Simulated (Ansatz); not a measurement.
Input

```
crystal:
  periodic: [false, false, false]
  atoms:
    - { symbol: Si, position_ang: [-0.764788, 0.614005, -0.88744] }
    - { symbol: Br, position_ang: [2.771442, 0.708072, -1.612522] }
    - { symbol: H, position_ang: [-0.517131, -0.485756, -1.88739] }
    - { symbol: H, position_ang: [-2.241492, 0.664766, -0.571389] }
    - { symbol: H, position_ang: [-0.266266, 1.938677, -1.368976] }
    - { symbol: H, position_ang: [2.140719, 0.574056, -0.27724] }
    - { symbol: O, position_ang: [0.074787, 0.308074, 0.593286] }
    - { symbol: C, position_ang: [-0.236435, -0.834721, 1.332005] }
    - { symbol: H, position_ang: [-0.022318, -1.783968, 0.779597] }
    - { symbol: H, position_ang: [0.373292, -0.844609, 2.261894] }
    - { symbol: H, position_ang: [-1.311809, -0.858595, 1.638074] }
basis:
  gaussian: { orbitals: def2-SVP }
hamiltonian:
  xc: lda
relax:
  f_tol: 0.03
  max_steps: 50
output:
  orbitals: {}
```

Launched as:

```sh
ansatz run input.yaml --threads 2 --pin off --max-ram 3072MiB --backend cpu --events-out ev --progress --plain --runs-dir out
```

The fields are those of the run's last geometry, not of the input's.

Computed with RKS LDA/def2-SVP in Ansatz.

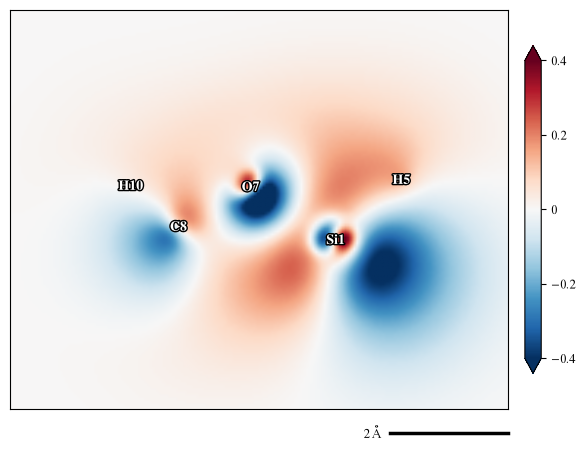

CH₆OSi···HBr. The LUMO on the plane of atoms H5, Si1 and O7 (values in Å⁻³ᐟ²; the overall sign is arbitrary).

> Describe this orbital and give its energy.

By Hirshfeld shares it lies mainly on Si1 (about 55 %), O7 (about 10 %), C8 (about 5 %), H5 (about 5 %) and H4 (about 5 %). Its energy is −1.14 eV.
